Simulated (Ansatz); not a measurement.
# CH5SSi−: energies and forces away from the minimum

Aim: displace all atoms at random from the minimum and see how well density functionals give the CCSD(T) energy and forces there.

Program: Ansatz 0.2.0, Gaussian basis. Level of theory: single points with forces in def2-TZVPPD. These are calculated values, not measurements.

Levels: PBE-D4, r2SCAN-D4, PBE0-D4, wB97M-V, Hartree-Fock, MP2, CCSD, CCSD(T). Each coordinate is moved by a Gaussian draw of the width named (0.7 of it for atoms other than hydrogen): 0.04, 0.06, 0.04, 0.09 Å.

Correlated methods freeze the cores.

5 further runs of the same task are left out: 1 that didn't finish, 4 set aside as unsound or not needed.

### Step 1. The system as given

SMILES `[SiH3]C[S-]`, 8 atoms, charge -1, spin multiplicity 1.

Atoms are counted from 1 here; the program's logs count them from 0.

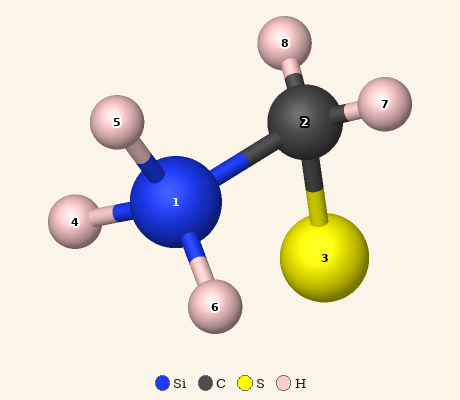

As it starts; silicon blue, carbon dark grey, sulfur yellow, hydrogen pink; atoms are numbered from 1 in the order of the file.

Coordinates:

```xyz
8
CH5SSi
Si   -0.80281    0.24138   -0.07182
C     1.01226   -0.16712   -0.05726
S     0.63266   -1.33144    1.28820
H    -1.62062   -0.88616   -0.51629
H    -1.11484    1.29419   -1.13585
H    -1.22812    0.91680    1.15321
H     1.70132    0.61108    0.26791
H     1.42016   -0.67874   -0.92810
```

### Step 2. Relaxation at PBE0-D4

File relax/in.yaml:

```yaml
crystal:
  periodic: [false, false, false]
  atoms:
    - {symbol: Si, position_ang: [-0.802810, 0.241380, -0.071820]}
    - {symbol: C, position_ang: [1.012260, -0.167120, -0.057260]}
    - {symbol: S, position_ang: [0.632660, -1.331440, 1.288200]}
    - {symbol: H, position_ang: [-1.620620, -0.886160, -0.516290]}
    - {symbol: H, position_ang: [-1.114840, 1.294190, -1.135850]}
    - {symbol: H, position_ang: [-1.228120, 0.916800, 1.153210]}
    - {symbol: H, position_ang: [1.701320, 0.611080, 0.267910]}
    - {symbol: H, position_ang: [1.420160, -0.678740, -0.928100]}
basis:
  gaussian: {orbitals: def2-TZVPD}
total_charge: -1
hamiltonian: {xc: pbe0, dispersion: d4}
relax: {f_tol: 0.005, max_steps: 200}
```

No record of the launch command was kept for these runs.

The program printed, cut to the lines that bear on the results:

```text
Functional definition: PBE0
  name "PBE0"
  cite "Adamo & Barone, J. Chem. Phys. 110, 6158 (1999) doi:10.1063/1.478522"
  cite "Perdew, Burke & Ernzerhof, Phys. Rev. Lett. 77, 3865 (1996) doi:10.1103/PhysRevLett.77.3865"
  parent pbe
[...]
1040 factors; their error is unknown
[...]
mean field -19824.67969629 eV, -728.5435411883 hartree, gradient 5.1e-5 eV, S^2 0.000000; 0 other end points of the search recorded, 0 dependent functions left out
[...]
reference -19824.67974207 eV, -728.5435428704 hartree; 21, 21 occupied and 150, 150 virtual orbitals, 1040 factors
relax step   1: F+E_penalty+E_count = -19824.85006966 eV  Δ(F+E_penalty+E_count) = +0.000e0 eV  max|allowed force component| = 1.010e0 eV/Å  Δτ_max = 0.0000 Å  (26 SCF iters, accepted)
[...]
relax step   6: F+E_penalty+E_count = -19825.00073219 eV  Δ(F+E_penalty+E_count) = -2.479e-4 eV  max|allowed force component| = 6.173e-3 eV/Å  Δτ_max = 0.0039 Å  (33 SCF iters, accepted)
[...]
relax step   7: F+E_penalty+E_count = -19825.00073629 eV  Δ(F+E_penalty+E_count) = -4.101e-6 eV  max|allowed force component| = 2.183e-3 eV/Å  Δτ_max = 0.0009 Å  (20 SCF iters, accepted)
1040 factors; their error is unknown
[...]
mean field -19824.83505990 eV, -728.5492506955 hartree, gradient 6.7e-5 eV, S^2 0.000000; 1 other end points of the search recorded, 0 dependent functions left out
[...]
reference -19824.83510517 eV, -728.5492523590 hartree; 21, 21 occupied and 150, 150 virtual orbitals, 1040 factors
Total energy: -19825.00078156 eV, -728.5553408541 hartree
Atom 0 at    -0.794883     0.293218    -0.129735 Å, force    -0.001599     0.000390    -0.000036 eV/Å
Atom 1 at     0.974659    -0.231199     0.020531 Å, force     0.002183     0.000426    -0.000976 eV/Å
Atom 2 at     0.903198    -1.462722     1.366815 Å, force    -0.000116    -0.000554     0.000624 eV/Å
Atom 3 at    -1.688636    -0.836906    -0.510416 Å, force     0.000349     0.000126    -0.000101 eV/Å
Atom 4 at    -1.050276     1.346109    -1.206360 Å, force     0.000090    -0.000217     0.000210 eV/Å
Atom 5 at    -1.305370     0.923645     1.120407 Å, force     0.000321     0.000012    -0.000205 eV/Å
Atom 6 at     1.619787     0.623012     0.261376 Å, force    -0.000675    -0.000361    -0.000009 eV/Å
Atom 7 at     1.341531    -0.655166    -0.922618 Å, force    -0.000553     0.000179     0.000492 eV/Å
Dipole moment:    -0.206358     0.591997    -0.590593 e Å
```

Wall time 15 s (2 threads, shared host); peak memory 0.4 GiB.

Relaxation path:

| step | energy from step 1 (eV) | largest force component (eV/Å) |
| --- | --- | --- |
| 1 | 0.0000 | 1.0100 |
| 2 | -0.0864 | 0.3666 |
| 3 | -0.1305 | 0.2485 |
| 4 | -0.1500 | 0.0969 |
| 5 | -0.1504 | 0.0445 |
| 6 | -0.1507 | 0.0062 |
| 7 | -0.1507 | 0.0022 |

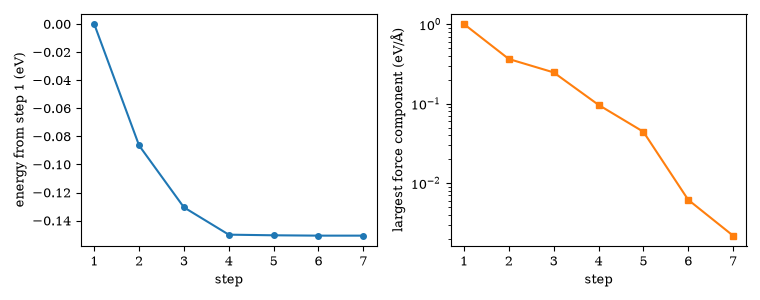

Energy and largest force along the relaxation.

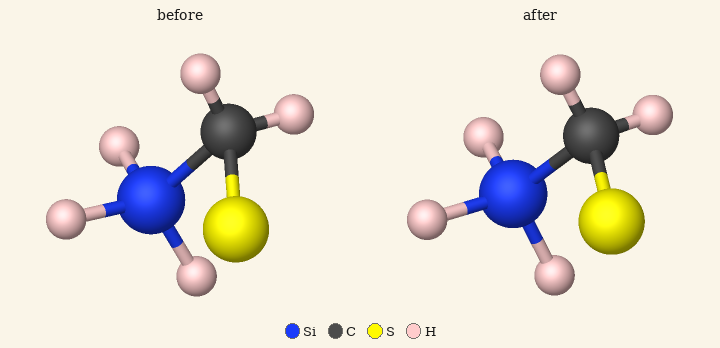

The geometry before (left) and after (right).

Close pairs (by a distance rule), those that changed most:

| bond | before (Å) | after (Å) | change (Å) |
| --- | --- | --- | --- |
| Si1–H4 | 1.462 | 1.490 | +0.028 |
| Si1–H6 | 1.462 | 1.490 | +0.028 |
| Si1–C2 | 1.861 | 1.852 | -0.009 |
| C2–H7 | 1.089 | 1.097 | +0.008 |
| C2–H8 | 1.089 | 1.097 | +0.008 |
| C2–S3 | 1.819 | 1.826 | +0.007 |
| Si1–H5 | 1.529 | 1.527 | -0.002 |

### Step 3. Reference energies at the minimum

File min-pbe-tzvppd/in.yaml:

```yaml
crystal:
  periodic: [false, false, false]
  atoms:
    - {symbol: Si, position_ang: [-0.794883, 0.293218, -0.129735]}
    - {symbol: C, position_ang: [0.974659, -0.231199, 0.020531]}
    - {symbol: S, position_ang: [0.903198, -1.462722, 1.366815]}
    - {symbol: H, position_ang: [-1.688636, -0.836906, -0.510416]}
    - {symbol: H, position_ang: [-1.050276, 1.346109, -1.206360]}
    - {symbol: H, position_ang: [-1.305370, 0.923645, 1.120407]}
    - {symbol: H, position_ang: [1.619787, 0.623012, 0.261376]}
    - {symbol: H, position_ang: [1.341531, -0.655166, -0.922618]}
basis:
  gaussian: {orbitals: "def2-TZVPPD.json"}
total_charge: -1
hamiltonian: {xc: pbe, dispersion: d4}
```

min-r2scan-tzvppd/in.yaml, as changes to min-pbe-tzvppd/in.yaml:

```diff
-hamiltonian: {xc: pbe, dispersion: d4}
+hamiltonian: {xc: r2scan, dispersion: d4}
```

min-pbe0-tzvppd/in.yaml:

```diff
-hamiltonian: {xc: pbe, dispersion: d4}
+hamiltonian: {xc: pbe0, dispersion: d4}
+output: {orbitals: {seedname: orbitals}}
```

min-b3lyp-tzvppd/in.yaml:

```diff
-hamiltonian: {xc: pbe, dispersion: d4}
+hamiltonian: {xc: {name: B3LYP}, dispersion: d4}
```

min-wb97mv-tzvppd/in.yaml:

```diff
-hamiltonian: {xc: pbe, dispersion: d4}
+hamiltonian: {xc: {name: wB97M-V}}
```

min-ccsdt-tzvppd/in.yaml:

```diff
-hamiltonian: {xc: pbe, dispersion: d4}
+correlation: {method: ccsd_t}
```

The basis file named in the input lies beside it (Basis Set Exchange, JSON).

Output in min-pbe-tzvppd:

```text
Functional definition: PBE
  name "PBE"
[... 2 set-up lines as earlier in the session ...]
  parameter kappa = 0.804
  parameter beta = 0.06672455060314922
  exchange = pbe_x(kappa = kappa, mu = beta*pi^2/3)
  correlation = pbe_c(beta = beta)
1092 factors; their error is unknown
mean field evaluation 1: about -19820.0259 eV, gradient 3.5e1 eV
mean field evaluation 2: about -19814.0922 eV, gradient 5.6e1 eV
mean field evaluation 4: about -19823.0147 eV, gradient 2.2e0 eV
mean field evaluation 8: about -19823.0243 eV, gradient 8.2e-2 eV
mean field evaluation 16: about -19822.9917 eV, gradient 9.6e-5 eV
mean field -19822.99172765 eV, -728.4815094848 hartree, gradient 1.6e-5 eV, S^2 0.000000; 0 other end points of the search recorded, 0 dependent functions left out
reference -19822.99178656 eV, -728.4815116498 hartree; 21, 21 occupied and 200, 200 virtual orbitals, 1092 factors
Total energy: -19823.18938451 eV, -728.4887732403 hartree
```

Log of min-r2scan-tzvppd:

```text
Functional definition: r2SCAN
  name "r2SCAN"
  cite "Furness, Kaplan, Ning, Perdew & Sun, J. Phys. Chem. Lett. 11, 8208 (2020) doi:10.1021/acs.jpclett.0c02405"
  cite "Furness, Kaplan, Ning, Perdew & Sun, J. Phys. Chem. Lett. 11, 9248 (2020) doi:10.1021/acs.jpclett.0c03077"
  parent r2scan
  parameter k0 = 0.174
  parameter k1 = 0.065
  parameter a1 = 4.9479
  exchange = r2scan_x(k0 = k0, k1 = k1, a1 = a1)
  correlation = r2scan_c
1092 factors; their error is unknown
mean field evaluation 1: about -19829.0744 eV, gradient 3.0e1 eV
mean field evaluation 2: about -19826.4814 eV, gradient 4.2e1 eV
mean field evaluation 4: about -19831.2274 eV, gradient 1.6e0 eV
mean field evaluation 8: about -19831.2320 eV, gradient 5.3e-2 eV
mean field evaluation 16: about -19831.1984 eV, gradient 7.7e-5 eV
mean field -19831.19837814 eV, -728.7830983276 hartree, gradient 1.1e-5 eV, S^2 0.000000; 0 other end points of the search recorded, 0 dependent functions left out
reference -19831.19839874 eV, -728.7830990848 hartree; 21, 21 occupied and 200, 200 virtual orbitals, 1092 factors
Total energy: -19831.24459253 eV, -728.7847966750 hartree
```

Log of min-pbe0-tzvppd, cut to the lines that bear on the results:

```text
[... 5 set-up lines as earlier in the session ...]
  parameter a = 0.25
[... 2 set-up lines as earlier in the session ...]
  exchange = (1 - a)*pbe_x(kappa = kappa, mu = beta*pi^2/3) + a*exact_x
[... 1 set-up line as earlier in the session ...]
1147 factors; their error is unknown
mean field evaluation 1: about -19823.6383 eV, gradient 2.2e1 eV
mean field evaluation 2: about -19823.2582 eV, gradient 2.5e1 eV
mean field evaluation 4: about -19824.8293 eV, gradient 1.0e0 eV
mean field evaluation 8: about -19824.8678 eV, gradient 4.1e-2 eV
mean field evaluation 16: about -19824.8678 eV, gradient 2.4e-5 eV
mean field -19824.86782898 eV, -728.5504549369 hartree, gradient 2.4e-5 eV, S^2 0.000000; 0 other end points of the search recorded, 0 dependent functions left out
reference -19824.86787389 eV, -728.5504565874 hartree; 21, 21 occupied and 200, 200 virtual orbitals, 1147 factors
Total energy: -19825.03355029 eV, -728.5565450828 hartree
```

Output in min-b3lyp-tzvppd, cut to the lines that bear on the results:

```text
Functional definition: B3LYP
  name "B3LYP"
  cite "Stephens, Devlin, Chabalowski & Frisch, J. Phys. Chem. 98, 11623 (1994) doi:10.1021/j100096a001"
  cite "Becke, Phys. Rev. A 38, 3098 (1988) doi:10.1103/PhysRevA.38.3098"
  cite "Lee, Yang & Parr, Phys. Rev. B 37, 785 (1988) doi:10.1103/PhysRevB.37.785"
  cite "Vosko, Wilk & Nusair, Can. J. Phys. 58, 1200 (1980) doi:10.1139/p80-159"
[...]
1128 factors; their error is unknown
[...]
mean field -19834.69524209 eV, -728.9116057073 hartree, gradient 3.0e-5 eV, S^2 0.000000; 0 other end points of the search recorded, 0 dependent functions left out
reference -19834.69553084 eV, -728.9116163188 hartree; 21, 21 occupied and 200, 200 virtual orbitals, 1128 factors
Total energy: -19835.01658681 eV, -728.9234149080 hartree
```

Log of min-wb97mv-tzvppd, cut to the lines that bear on the results:

```text
Functional definition: wB97M-V
  name "wB97M-V"
  cite "Mardirossian & Head-Gordon, J. Chem. Phys. 144, 214110 (2016) doi:10.1063/1.4952647"
  cite "Becke, J. Chem. Phys. 107, 8554 (1997) doi:10.1063/1.475007"
  cite "Vydrov & Van Voorhis, J. Chem. Phys. 133, 244103 (2010) doi:10.1063/1.3521275"
  # Of w^i u^j: cxij and so on, Table III.
[...]
  gx(w, u) = 1 - cx + cx01*u + cx10*w
  gss(w, u) = css00 + css04*u^4 + css10*w + css20*w^2 + css43*w^4*u^3
  gos(w, u) = cos00 + cos10*w + (cos20 + cos21*u)*w^2 + (cos60 + cos61*u)*w^6
[...]
      + integral(e_c_pw_mod_opposite_spin*gos(b97_w_opposite, b97_u_opposite)) + vv10(b, c)
1097 factors; their error is unknown
307 factors; integrals over basis functions are off by at most 3.4e-5 eV
[...]
mean field -19831.40188751 eV, -728.7905771588 hartree, gradient 6.7e-5 eV, S^2 0.000000; 0 other end points of the search recorded, 0 dependent functions left out
reference -19831.40195965 eV, -728.7905798102 hartree; 21, 21 occupied and 200, 200 virtual orbitals, 1097 factors
Total energy: -19831.40195965 eV, -728.7905798102 hartree
```

Output in min-ccsdt-tzvppd, cut to the lines that bear on the results:

```text
Functional definition: HF
  name "HF"
  cite "Fock, Z. Phys. 61, 126 (1930) doi:10.1007/BF01340294"
[... 1 set-up line as earlier in the session ...]
[...]
1241 factors; integrals over basis functions are off by at most 1.5e-3 eV
[...]
mean field -19790.48062037 eV, -727.2867483291 hartree, gradient 2.8e-6 eV, S^2 0.000000; 0 other end points of the search recorded, 0 dependent functions left out
11 core orbitals not correlated: weight in the atoms' cores, before any rotation towards them, 1.000 or more for the frozen orbitals, at most 0.000 for the correlated occupied ones
reference -19790.48062037 eV, -727.2867483291 hartree; 10, 10 occupied and 200, 200 virtual orbitals, 1241 factors
second order -13.60083716 eV of doubles, -0.00000000 eV of singles
cycle   1  -14.34232617 eV  change   -7.4e-1 eV  update   8.9e-2
[...]
cycle  10  -14.81612849 eV  change   -6.6e-6 eV  update   2.3e-5
perturbative correction -0.66419416 eV, -0.0244086852 hartree
Total energy: -19805.96094303 eV, -727.8556396938 hartree
```

Wall times: 1.6 s (min-pbe-tzvppd), 2.8 s (min-r2scan-tzvppd), 2.1 s (min-pbe0-tzvppd), 2.2 s (min-b3lyp-tzvppd), 5.5 s (min-wb97mv-tzvppd), 14 s (min-ccsdt-tzvppd) on 2 threads, shared host; peak memory 2.3 GiB.

(Part 1 of 2 ends here.)
